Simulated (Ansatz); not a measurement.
# TiC (Fm-3m): thermal expansion from first principles, part 2 of 3

Wanted: α(T), C_P(T) and B(T) of TiC in the quasi-harmonic approximation.

What experiment has found for this phase:
- heat capacity C_P per formula unit 33.9 J/mol/K near room temperature (given in “High-Throughput Prediction of Finite-Temperature Properties using the Quasi-Harmonic Approximation”, 2016, arXiv:1603.06924)

Ansatz 0.2.0; DFT PBEsol, scalar-relativistic, plane waves, PAW (the session's first sound run).

So far. Step 2 (A first coarse run): The start is under -4.5 GPa at this level and looks like a metal on this mesh. Step 4 (Relaxing to small residual forces and stress): The residual pressure is -0.0028 GPa, small enough for phonons. The relaxed cell has a = 4.293 Å (conventional setting).

The database entry behind the starting cell differs from later determinations by our own check (0.1 to 0.3 % short, probably kX units), so it need not match the best structure at ambient conditions.

**5. Phonons on strained cells, functional PBEsol**

Thermal expansion follows from how the free energy of the vibrations (and of the electrons in a metal) changes with strain, so the program makes strained cells, their phonons and a fit in one run.

Contents of input.yaml:

```yaml
crystal:
  lattice:
    - [0.0, 2.1466238395, 2.1466238395]
    - [2.1466238395, 0.0, 2.1466238395]
    - [2.1466238395, 2.1466238395, 0.0]
  atoms:
    - { symbol: Ti, position: [0.0, 0.0, 0.0] }
    - { symbol: C, position: [0.5, 0.5, 0.5] }
kpoints:
  mp_grid: { grid: [16, 16, 16] }
hamiltonian:
  xc: pbesol
scf:
  occupations: { method: methfessel_paxton, width: 0.2 }
  lower_state_search: "off"
output:
  eigenvalues: true
phonons:
  method: dfpt
  qmesh: [4, 4, 4]
  temperatures: { t_max: 1200.0, t_step: 50 }
  thermal_expansion: {}
```

Run with:

```console
> ansatz run input.yaml --threads 8 --pin off --max-ram 16384MiB --backend cpu --events-out ev --progress --plain --runs-dir out
```

Numbers of over 12 decimals in the logs are rounded to 6 here.

Output:

```text
[...]
Crystal: 2 atoms, lattice volume = 19.783 Å³
Basis set: ecut = 487.2 eV, 531 PW (Γ), exchange–correlation on 48×48×48 points (8 copies of the dense FFT grid, shifted against one another)
Bands: 12, of which v1, the nominal top of the filled ones, is band 8 counted from 1 (7 counted from 0)
Symmetry: 48 space group operations
[...]
k-points: 145 of 4096
[...]
SCF iter   1: F=—  HF=-2722.428045 eV  |F-HF|=—  |Δ(HF+E_count)|=         —  Δρ=1.04e-2  dr2=2.40e-2  ethr=1.77e-3  ⟨swp⟩=4.4  Hψ=8607  notcnv=0
[...]
SCF iter   7: F=-2722.422095 eV  HF=-2722.422095 eV  |F-HF|=4.55e-13  |Δ(HF+E_count)|=  1.36e-12  S|Δr|=    0.00e0  Δρ=5.09e-8  dr2=1.91e-13  ethr=1.00e-12  ⟨swp⟩=5.0  Hψ=6172  notcnv=0
the search or the solves at the SCF's close seem to have found levels that the self-consistency loop had missed (the run counts 1). By its estimate they hold under 1e-12 electrons; where the run keeps them, the occupations were computed again with them
SCF 1 converged in 7 iterations: F = -2722.422095 eV  dr2 = 1.91e-13
[...]
relax step   1: F+E_penalty+E_count = -2722.42209465 eV  Δ(F+E_penalty+E_count) = +0.000e0 eV  max|allowed force component| = 3.320e-30 eV/Å  Δτ_max = 0.0000 Å  (7 SCF iters, accepted)
SCF converged after 7 iterations
[...]
Free energy (F): -2722.422095 eV
[...]
Internal energy: -2722.421683 eV  (E = F + TS)
E sigma→0 (E₀):  -2722.421992 eV
Entropy (-TS):   -0.000412 eV (-0.206 meV/atom)
Fermi energy:    15.031653 eV
[...]
--- Stress (GPa, compression-positive) ---
       -0.020249       0.000000      -0.000000
        0.000000      -0.020249       0.000000
       -0.000000       0.000000      -0.020249
  P = ⅓ Tr σ = -0.0202 GPa (-0.202 kbar)
--- Band table (eV; the first three rows and the last of 145) ---
  k-point 0: bands = [... 4 lower, 2.5440, 15.7187, 15.7187, 15.7187, 16.7749, 16.7749, 16.7749, 16.8370]
  k-point 1: bands = [... 4 lower, 2.6366, 15.2690, 15.5228, 15.5228, 16.0961, 16.0961, 17.0192, 17.8475]
  k-point 2: bands = [... 4 lower, 2.9083, 14.3763, 14.7468, 14.7468, 16.1657, 16.1657, 17.3614, 18.9486]
  k-point 144: bands = [... 4 lower, 5.5112, 11.8275, 11.8275, 12.2712, 17.9295, 17.9295, 18.7167, 20.4499]
── thermal expansion: 3 new cells, 3 in all ──
thermal expansion: relaxation of cell 2
thermal expansion: relaxation of cell 3
── thermal expansion: 2 new cells, 5 in all ──
thermal expansion: relaxation of cell 4
thermal expansion: electrons of cell 4
thermal expansion: phonons of cell 4
thermal expansion: relaxation of cell 5
thermal expansion: electrons of cell 1
thermal expansion: electrons of cell 2
thermal expansion: electrons of cell 3
thermal expansion: electrons of cell 5
thermal expansion: phonons of cell 5
── thermal expansion: 5 new cells, 10 in all ──
thermal expansion: relaxation of cell 6
thermal expansion: relaxation of cell 7
thermal expansion: relaxation of cell 8
thermal expansion: relaxation of cell 9
thermal expansion: relaxation of cell 10
thermal expansion: electrons of cell 6
thermal expansion: electrons of cell 7
thermal expansion: electrons of cell 8
thermal expansion: electrons of cell 9
thermal expansion: electrons of cell 10
thermal expansion: phonons of cell 6
thermal expansion: phonons of cell 7
--- Relaxed structure (1 steps of the walk, 1 accepted, 0 SCFs on fresh bases) ---
  F+E_penalty+E_count = -2722.42209465 eV   max|allowed force component| = 3.320e-30 eV/Å
  atoms:
    - { symbol: Ti, position: [0.0, 0.0, 0.0] }
    - { symbol: C, position: [0.5, 0.5, 0.5] }
--- Thermal expansion: 10 cells in 3 rounds, 0 GPa ---
  no lower state was looked for at cell 4: scf.lower_state_search: off
  without vibrations: a 3.03570, b 3.03570, c 3.03570 Å, V 19.7816 Å³, B 267.37 GPa
  at 0 K: a 3.04343, b 3.04343, c 3.04343 Å, V 19.9330 Å³, B 261.60 GPa
  zero-point expansion: a +0.254, b +0.254, c +0.254, V +0.765 %
      T/K        a/Å        b/Å        c/Å       V/Å³ | expansion of a, b, c, V (1e-6/K)   | that of V in the mean from 25 °C | C_P, C_V (J/mol K of the cell) | B_T, B_S (GPa)
     0.00    3.04343    3.04343    3.04343    19.9330 |    0.00    0.00    0.00    0.00 |    8.03 |     0.000     0.000 |   261.60   261.60
   150.00    3.04384    3.04384    3.04384    19.9412 |    2.77    2.77    2.77    8.31 |   13.41 |    16.055    16.022 |   260.66   261.19
   298.15    3.04586    3.04586    3.04586    19.9809 |    5.79    5.79    5.79   17.38 |       - |    34.409    34.130 |   257.25   259.35
   400.00    3.04783    3.04783    3.04783    20.0197 |    6.83    6.83    6.83   20.48 |   19.09 |    40.598    40.084 |   254.38   257.64
   550.00    3.05117    3.05117    3.05117    20.0856 |    7.69    7.69    7.69   23.06 |   20.81 |    45.400    44.517 |   249.85   254.81
   700.00    3.05482    3.05482    3.05482    20.1577 |    8.21    8.21    8.21   24.64 |   22.02 |    48.002    46.737 |   245.11   251.74
   850.00    3.05868    3.05868    3.05868    20.2342 |    8.61    8.61    8.61   25.84 |   22.98 |    49.686    48.025 |   240.21   248.52
  1000.00    3.06271    3.06271    3.06271    20.3144 |    8.96    8.96    8.96   26.88 |   23.78 |    50.948    48.869 |   235.17   245.18
  1150.00    3.06691    3.06691    3.06691    20.3980 |    9.29    9.29    9.29   27.86 |   24.51 |    52.006    49.484 |   229.99   241.72
  1200.00    3.06834    3.06834    3.06834    20.4266 |    9.40    9.40    9.40   28.19 |   24.74 |    52.335    49.657 |   228.23   240.54
  the static fit leaves 0.001 meV an atom of the energies and, of the stresses, 0.000 GPa of each cell's largest along a strain (root mean squares over the cells), whose Pulay part it has at -0.036 GPa
  vibrations' free energy: its fit passes through its cells
  the electrons' free energy at temperature is in it; its fit leaves 0.0002 meV an atom at the most
  free energies summed between the sampled wave vectors
  estimated error of the fitted expansion in any direction: up to 0.016e-6/K, at 1200 K, with few degrees of freedom (an estimate, not a bound: it was exceeded on models of known expansion)
  by sums over the sampled wave vectors an expansion of the volume parts by up to 0.13e-6/K
  by a static energy of one degree less an expansion of the volume parts by up to 0.02e-6/K
```

Elapsed: 11 min, on 8 threads of Arm Neoverse V1, shared host; peak memory 3.1 GiB.

This step gave:

- pressure: -0.02025 GPa
- volume expansion coefficient at 298 K: 17.39 1e-6/K
- C_P at 298 K: 17.20 J/mol-atom/K
- entropy at 298 K: 12.35 J/mol-atom/K
- isothermal bulk modulus at 298 K: 257.2 GPa
- Grüneisen parameter at 298 K: 1.577
- volume at 298 K: 9.990 Å³/atom
- principal linear expansion coefficients at 298 K: 5.795, 5.795, 5.795 1e-6/K

Strained cells of the study; zero-point energy where phonons were solved; the pressures are stresses at a fixed cutoff and can carry an offset from the finite basis. Expansion cells, by row:

| cell | \|a\| (Å) | \|b\| (Å) | \|c\| (Å) | V (Å³/atom) | E - E_lowest (meV/atom) | pressure, compression positive (GPa) | gap (eV) | zero-point energy (meV/atom) |
| --- | --- | --- | --- | --- | --- | --- | --- | --- |
| 1 | 3.036 | 3.036 | 3.036 | 9.892 | 0.001 | -0.057 | - | - |
| 2 | 3.06 | 3.06 | 3.06 | 10.13 | 4.673 | -6.148 | - | - |
| 3 | 3.012 | 3.012 | 3.012 | 9.658 | 4.763 | 6.644 | - | - |
| 4 | 3.036 | 3.036 | 3.036 | 9.893 | 0 | -0.088 | - | 84.71 |
| 5 | 3.051 | 3.051 | 3.051 | 10.04 | 1.876 | -3.967 | - | 82.84 |
| 6 | 3.065 | 3.065 | 3.065 | 10.18 | 6.672 | -7.282 | - | 81.15 |
| 7 | 3.079 | 3.079 | 3.079 | 10.32 | 14.8 | -10.57 | - | 79.38 |
| 8 | 3.006 | 3.006 | 3.006 | 9.601 | 7.445 | 8.399 | - | - |
| 9 | 3.021 | 3.021 | 3.021 | 9.746 | 1.82 | 4.031 | - | - |
| 10 | 3.102 | 3.102 | 3.102 | 10.55 | 32.73 | -15.15 | - | - |

Quasi-harmonic; a, b, c are the run's own cell vectors. Expansion, by row:

| T (K) | a (Å) | b (Å) | c (Å) | alpha (deg) | beta (deg) | gamma (deg) | cell volume (Å³/cell) | alpha_a (1e-6/K) | alpha_b (1e-6/K) | alpha_c (1e-6/K) | alpha_V (1e-6/K) | C_P (J/mol-atom/K) | C_V (J/mol-atom/K) | S (J/mol-atom/K) | B_T (GPa) | B_S (GPa) | Grueneisen | extrapolation | fit error (1e-6/K) |
| --- | --- | --- | --- | --- | --- | --- | --- | --- | --- | --- | --- | --- | --- | --- | --- | --- | --- | --- | --- |
| 0 | 3.043 | 3.043 | 3.043 | 60 | 60 | 60 | 19.93 | 0 | 0 | 0 | 0 | 0 | 0 | 0 | 261.6 | 261.6 | - | 0 | 0 |
| 50 | 3.043 | 3.043 | 3.043 | 60 | 60 | 60 | 19.93 | 0.15 | 0.15 | 0.15 | 0.46 | 0.472 | 0.472 | 0.137 | 261.6 | 261.6 | 1.519 | 0 | 0 |
| 100 | 3.044 | 3.044 | 3.044 | 60 | 60 | 60 | 19.94 | 1.3 | 1.3 | 1.3 | 3.9 | 3.736 | 3.733 | 1.325 | 261.3 | 261.5 | 1.638 | 0 | 0 |
| 150 | 3.044 | 3.044 | 3.044 | 60 | 60 | 60 | 19.94 | 2.77 | 2.77 | 2.77 | 8.31 | 8.027 | 8.011 | 3.65 | 260.7 | 261.2 | 1.623 | 0 | 0 |
| 200 | 3.044 | 3.044 | 3.044 | 60 | 60 | 60 | 19.95 | 4.06 | 4.06 | 4.06 | 12.17 | 11.9 | 11.86 | 6.508 | 259.7 | 260.7 | 1.601 | 0 | 0 |
| 250 | 3.045 | 3.045 | 3.045 | 60 | 60 | 60 | 19.97 | 5.06 | 5.06 | 5.06 | 15.19 | 14.97 | 14.88 | 9.508 | 258.5 | 260.1 | 1.586 | 0 | 0 |
| 298.1 | 3.046 | 3.046 | 3.046 | 60 | 60 | 60 | 19.98 | 5.79 | 5.79 | 5.79 | 17.38 | 17.2 | 17.07 | 12.35 | 257.2 | 259.4 | 1.577 | 0 | 0 |
| 300 | 3.046 | 3.046 | 3.046 | 60 | 60 | 60 | 19.98 | 5.82 | 5.82 | 5.82 | 17.46 | 17.28 | 17.14 | 12.45 | 257.2 | 259.3 | 1.576 | 0 | 0 |
| 350 | 3.047 | 3.047 | 3.047 | 60 | 60 | 60 | 20 | 6.39 | 6.39 | 6.39 | 19.17 | 19 | 18.8 | 15.25 | 255.8 | 258.5 | 1.571 | 0 | 0 |
| 400 | 3.048 | 3.048 | 3.048 | 60 | 60 | 60 | 20.02 | 6.83 | 6.83 | 6.83 | 20.48 | 20.3 | 20.04 | 17.88 | 254.4 | 257.6 | 1.567 | 0 | 0 |
| 450 | 3.049 | 3.049 | 3.049 | 60 | 60 | 60 | 20.04 | 7.17 | 7.17 | 7.17 | 21.52 | 21.3 | 20.98 | 20.33 | 252.9 | 256.7 | 1.566 | 0 | 0.01 |
| 500 | 3.05 | 3.05 | 3.05 | 60 | 60 | 60 | 20.06 | 7.45 | 7.45 | 7.45 | 22.36 | 22.07 | 21.7 | 22.61 | 251.4 | 255.8 | 1.565 | 0 | 0.01 |
| 550 | 3.051 | 3.051 | 3.051 | 60 | 60 | 60 | 20.09 | 7.69 | 7.69 | 7.69 | 23.06 | 22.7 | 22.26 | 24.75 | 249.8 | 254.8 | 1.565 | 0 | 0.01 |
| 600 | 3.052 | 3.052 | 3.052 | 60 | 60 | 60 | 20.11 | 7.88 | 7.88 | 7.88 | 23.65 | 23.21 | 22.71 | 26.75 | 248.3 | 253.8 | 1.566 | 0 | 0.01 |
| 650 | 3.054 | 3.054 | 3.054 | 60 | 60 | 60 | 20.13 | 8.06 | 8.06 | 8.06 | 24.17 | 23.64 | 23.07 | 28.62 | 246.7 | 252.8 | 1.567 | 0 | 0.01 |
| 700 | 3.055 | 3.055 | 3.055 | 60 | 60 | 60 | 20.16 | 8.21 | 8.21 | 8.21 | 24.64 | 24 | 23.37 | 30.39 | 245.1 | 251.7 | 1.569 | 0 | 0.01 |
| 750 | 3.056 | 3.056 | 3.056 | 60 | 60 | 60 | 20.18 | 8.36 | 8.36 | 8.36 | 25.07 | 24.32 | 23.62 | 32.05 | 243.5 | 250.7 | 1.571 | 0 | 0.01 |
| 800 | 3.057 | 3.057 | 3.057 | 60 | 60 | 60 | 20.21 | 8.49 | 8.49 | 8.49 | 25.47 | 24.59 | 23.83 | 33.63 | 241.9 | 249.6 | 1.573 | 0 | 0.01 |
| 850 | 3.059 | 3.059 | 3.059 | 60 | 60 | 60 | 20.23 | 8.61 | 8.61 | 8.61 | 25.84 | 24.84 | 24.01 | 35.13 | 240.2 | 248.5 | 1.575 | 0 | 0 |
| 900 | 3.06 | 3.06 | 3.06 | 60 | 60 | 60 | 20.26 | 8.73 | 8.73 | 8.73 | 26.2 | 25.07 | 24.17 | 36.56 | 238.6 | 247.4 | 1.577 | 0 | 0.01 |
| 950 | 3.061 | 3.061 | 3.061 | 60 | 60 | 60 | 20.29 | 8.85 | 8.85 | 8.85 | 26.54 | 25.28 | 24.31 | 37.92 | 236.9 | 246.3 | 1.58 | 0 | 0.01 |
| 1000 | 3.063 | 3.063 | 3.063 | 60 | 60 | 60 | 20.31 | 8.96 | 8.96 | 8.96 | 26.88 | 25.47 | 24.43 | 39.22 | 235.2 | 245.2 | 1.582 | 0 | 0.01 |
| 1050 | 3.064 | 3.064 | 3.064 | 60 | 60 | 60 | 20.34 | 9.07 | 9.07 | 9.07 | 27.21 | 25.66 | 24.55 | 40.47 | 233.5 | 244 | 1.585 | 0 | 0.01 |
| 1100 | 3.065 | 3.065 | 3.065 | 60 | 60 | 60 | 20.37 | 9.18 | 9.18 | 9.18 | 27.54 | 25.83 | 24.65 | 41.66 | 231.7 | 242.9 | 1.588 | 0 | 0.01 |
| 1150 | 3.067 | 3.067 | 3.067 | 60 | 60 | 60 | 20.4 | 9.29 | 9.29 | 9.29 | 27.86 | 26 | 24.74 | 42.82 | 230 | 241.7 | 1.591 | 0 | 0.01 |
| 1200 | 3.068 | 3.068 | 3.068 | 60 | 60 | 60 | 20.43 | 9.4 | 9.4 | 9.4 | 28.19 | 26.17 | 24.83 | 43.93 | 228.2 | 240.5 | 1.594 | 0 | 0.02 |

Expansion coefficient against temperature; values in 1e-6/K:

```
temperature (K)  volume  principal 1
              0       0            0
            100     3.9          1.3
            200    12.2         4.06
            298    17.4         5.79
            350    19.2         6.39
            450    21.5         7.17
            550    23.1         7.69
            600    23.6         7.88
            700    24.6         8.21
            800    25.5         8.49
            900    26.2         8.73
           1000    26.9         8.96
           1100    27.5         9.18
           1200    28.2          9.4
```

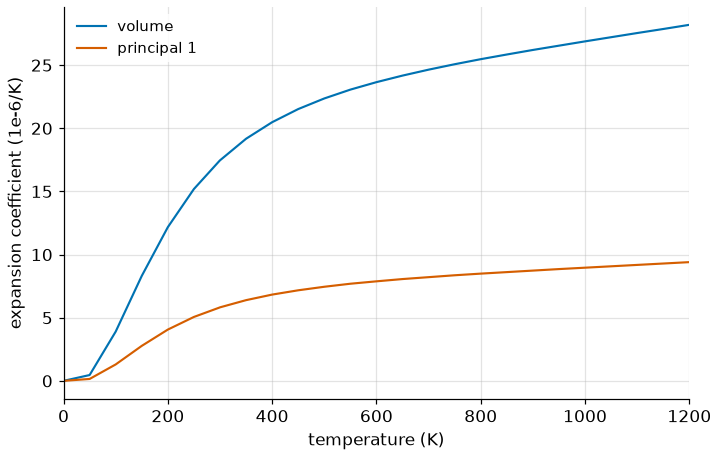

Expansion coefficient against temperature.

At 298 K the volume expansion is 17.4 × 10⁻⁶/K and B_T is 257 GPa. The program raised the cutoff to 487.2 eV by itself: with no cutoff typed, the study takes about 1.16 times the default for its relaxations and scales it with the volume for the phonons.

**6. A new level, relaxed again**

The functional, the potentials or the cutoff change, so the crystal is relaxed again at the new setting.

This step: DFT PBE+D3(BJ), scalar-relativistic, plane waves, PAW (Ansatz 0.2.0).

input.yaml, the sections that differ from step 5:

```yaml
hamiltonian:
  xc: pbe
  dispersion: d3bj
output:
  forces: true
  stress: true
  eigenvalues: true
relax:
  adjacent_minimum: "off"
  f_tol: 0.001
  max_steps: 60
  cell: { stress_tol: 0.01 }
# crystal, kpoints, scf: as in step 5
# phonons: removed
```

Output:

```text
[...]
Crystal: 2 atoms, lattice volume = 19.783 Å³
Basis set: ecut = 420 eV, 387 PW (Γ), exchange–correlation on 48×48×48 points (8 copies of the dense FFT grid, shifted against one another)
Bands: 12, of which v1, the nominal top of the filled ones, is band 8 counted from 1 (7 counted from 0)
Symmetry: 48 space group operations
[...]
k-points: 145 of 4096
[...]
SCF iter   1: F=—  HF=-2753.175842 eV  |F-HF|=—  |Δ(HF+E_count)|=         —  Δρ=3.82e-3  dr2=2.15e-3  ethr=1.77e-3  ⟨swp⟩=4.3  Hψ=8449  notcnv=0
[...]
SCF iter   5: F=-2753.175233 eV  HF=-2753.175233 eV  |F-HF|=2.45e-9  |Δ(HF+E_count)|=   1.07e-8  S|Δr|=    0.00e0  Δρ=4.63e-6  dr2=3.65e-9  ethr=2.99e-10  ⟨swp⟩=1.9  Hψ=5509  notcnv=0
SCF 1 converged in 5 iterations: F = -2753.175233 eV  dr2 = 3.65e-9
[...]
relax step   1: F+E_penalty+E_count = -2753.17523334 eV  Δ(F+E_penalty+E_count) = +0.000e0 eV  max|allowed force component| = 3.780e-30 eV/Å  Δτ_max = 0.0000 Å  P = -0.398 GPa  Ω = 19.783 Å³  (5 SCF iters, dr2 threshold 1.00e-7 eV, accepted)
Crystal: 2 atoms, lattice volume = 19.758 Å³
[...]
SCF iter   3: F=-2753.175313 eV  HF=-2753.175313 eV  |F-HF|=1.08e-8  |Δ(HF+E_count)|=   5.90e-7  S|Δr|=    0.00e0  Δρ=1.00e-5  dr2=2.04e-8  ethr=1.25e-9  ⟨swp⟩=3.0  Hψ=5970  notcnv=0
SCF 2 converged in 3 iterations: F = -2753.175313 eV  dr2 = 2.04e-8
relax step   2: F+E_penalty+E_count = -2753.17531329 eV  Δ(F+E_penalty+E_count) = -7.995e-5 eV  max|allowed force component| = 1.104e-29 eV/Å  Δτ_max = 0.0000 Å  P = -0.060 GPa  Ω = 19.758 Å³  energy of the carried Pulay correction = +4.398e-5 eV  (3 SCF iters, dr2 threshold 2.00e-7 eV, accepted)
Crystal: 2 atoms, lattice volume = 19.754 Å³
[...]
SCF iter   3: F=-2753.175322 eV  HF=-2753.175322 eV  |F-HF|=6.16e-10  |Δ(HF+E_count)|=   2.35e-8  S|Δr|=    0.00e0  Δρ=2.69e-6  dr2=1.36e-9  ethr=5.55e-11  ⟨swp⟩=3.0  Hψ=6005  notcnv=0
SCF 3 converged in 3 iterations: F = -2753.175322 eV  dr2 = 1.36e-9
relax step   3: F+E_penalty+E_count = -2753.17532184 eV  Δ(F+E_penalty+E_count) = -8.554e-6 eV  max|allowed force component| = 1.413e-30 eV/Å  Δτ_max = 0.0000 Å  P = +0.000 GPa  Ω = 19.754 Å³  energy of the carried Pulay correction = +5.171e-5 eV  (3 SCF iters, dr2 threshold 8.88e-9 eV, accepted)
[...]
SCF iter   4: F=-2753.175273 eV  HF=-2753.175273 eV  |F-HF|=0.00e0  |Δ(HF+E_count)|=  1.36e-12  S|Δr|=    0.00e0  Δρ=2.34e-8  dr2=6.79e-14  ethr=1.00e-12  ⟨swp⟩=4.5  Hψ=5327  notcnv=0
SCF 4 converged in 4 iterations: F = -2753.175273 eV  dr2 = 6.79e-14
relax step   4: F+E_penalty+E_count = -2753.17527255 eV  Δ(F+E_penalty+E_count) = +4.929e-5 eV  max|allowed force component| = 1.906e-30 eV/Å  Δτ_max = 0.0000 Å  P = -0.002 GPa  Ω = 19.754 Å³  stress off target by 2.44e-3 GPa  SCF on the basis re-selected at this cell (its energy is not comparable with the rows above)  (4 SCF iters)
[...]
SCF converged after 4 iterations
[...]
Free energy (F): -2753.175273 eV
[...]
Internal energy: -2753.174780 eV  (E = F + TS)
E sigma→0 (E₀):  -2753.175150 eV
Entropy (-TS):   -0.000492 eV (-0.246 meV/atom)
Fermi energy:    15.177090 eV
[...]
--- Stress (GPa, compression-positive) ---
       -0.002436      -0.000000      -0.000000
       -0.000000      -0.002436      -0.000000
       -0.000000      -0.000000      -0.002436
  P = ⅓ Tr σ = -0.0024 GPa (-0.024 kbar)
--- Band table (eV; the first three rows and the last of 145) ---
  k-point 0: bands = [... 4 lower, 2.6506, 15.8888, 15.8888, 15.8888, 16.8910, 16.8910, 16.8910, 16.9657]
  k-point 1: bands = [... 4 lower, 2.7426, 15.4287, 15.6738, 15.6738, 16.2384, 16.2384, 17.1467, 17.9686]
  k-point 2: bands = [... 4 lower, 3.0125, 14.5302, 14.8820, 14.8820, 16.3237, 16.3237, 17.4967, 19.0666]
  k-point 144: bands = [... 4 lower, 5.5826, 11.9857, 11.9857, 12.4086, 18.0730, 18.0730, 18.8535, 20.5391]
--- Relaxed structure (3 steps of the walk, 3 accepted, 1 SCFs on fresh bases) ---
[...]
cell:  # Å, volume = 19.7536 Å³
    - [0, 2.145552, 2.145552]
    - [2.145552, 0, 2.145552]
    - [2.145552, 2.145552, 0]
  atoms:
    - { symbol: Ti, position: [0, 0, 0] }
    - { symbol: C, position: [0.5, 0.5, 0.5] }
```

Run time: 1.6 s. Hardware: 8 threads; peak memory 0.35 GiB.

Little changed from the start: no atom moved by 0.005 Å and no cell edge by 0.1 %.

This step gave:

```
pressure        : -0.002436 GPa
volume per atom : 9.877 Å³/atom
```

The residual pressure is -0.0024 GPa, small enough for phonons.

(Part 2 of 3 ends here.)

[Logs are printed without paths, hosts, clocks, repeated set-up lines and the standing remarks that a program may print on its own settings, such as how far it seeks lower states.]

[Hosts, paths, dates, database ids (printed as entryN), source tags and the programs' standing remarks are cut or masked in the printed files.]

[A step with changed settings may run another functional than the one named; its input shows which.]
